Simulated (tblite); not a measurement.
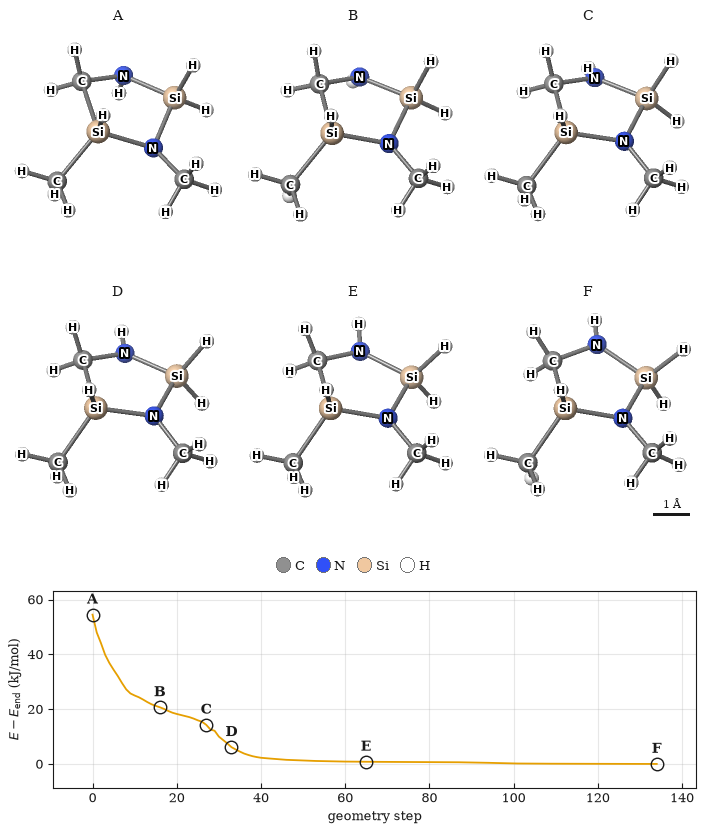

Frames of a relaxation of C3H12N2Si2, marked on the history of the run. A ball-and-stick model, seen at a tilt.

Computed with GFN2-xTB geometry optimisation, gas phase (tblite 0.8.0). 

> What happens along the run?

An H atom moves most after the best rigid fit: 1.47 Å. Largest moves by element: H 1.47 Å, N 0.36 Å, Si 0.21 Å, C 0.16 Å. Some distances before and after: C–Si 1.848 → 1.898 Å, C–N 1.462 → 1.440 Å, H–N 1.024 → 1.006 Å, N–Si 1.722 → 1.707 Å. Among the angles between lasting bonds that change: Si–N–H 105.2° → 121.8°, Si–N–Si 103.4° → 115.2°, N–Si–H 108.9° → 117.2°. After 134 geometry steps the energy has fallen by 54.5 kJ/mol. From step 0 to 16: an H atom moves most (0.37 Å), energy −33.8 kJ/mol. From step 16 to 27: an H atom moves most (0.37 Å), energy −6.39 kJ/mol. From step 27 to 33: an H atom moves most (0.41 Å), energy −8.16 kJ/mol. From step 33 to 65: an H atom moves most (0.29 Å), energy −5.32 kJ/mol. From step 65 to 134: an N atom moves most (0.30 Å), energy −0.80 kJ/mol.
